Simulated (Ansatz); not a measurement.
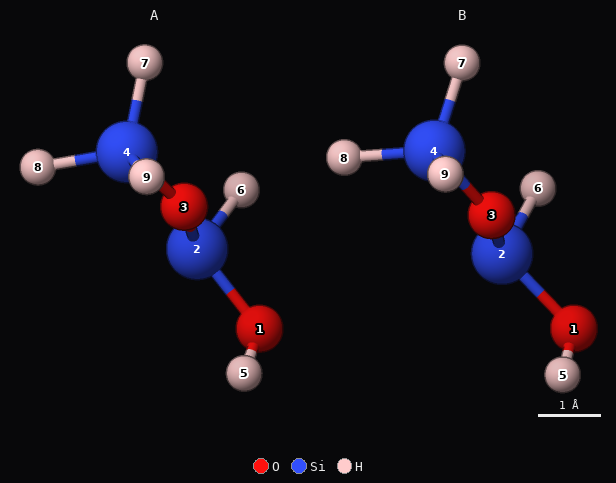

Two geometries of Si₂H₅O₂ (multiplicity 2), drawn at one scale. One is the start of a relaxation, the other its converged end. A ball-and-stick model, seen from a free direction.

All numbers below come from UKS PBE0-D4/def2-TZVP in Ansatz 0.2.0. (force threshold 0.005 eV/Å; at most 150 steps)

Which of the two is the end point?

Structure A is the relaxed one. The start comes from PBE-D4/def2-SVP. The largest move after the best rigid fit is that of H6, 0.19 Å. By element the largest moves are H 0.19 Å, O 0.17 Å, Si 0.09 Å. Near-neighbour distances that change, for instance: O1–Si2 1.679 → 1.642 Å, Si2–H6 1.516 → 1.492 Å, Si4–H7 1.505 → 1.485 Å, Si4–H8 1.506 → 1.486 Å. Among the angles between lasting bonds that change: Si2–O3–Si4 143.2° → 149.1°, Si2–O1–H5 115.3° → 118.3°. After 20 accepted moves (21 points after the start) the energy has fallen by 0.091 eV. The largest force component goes from 0.8 to 0.0019 eV/Å. The line search rejected the trial step at point 9 of the run. The run took of the order of 2.9 core-minutes on a shared host.
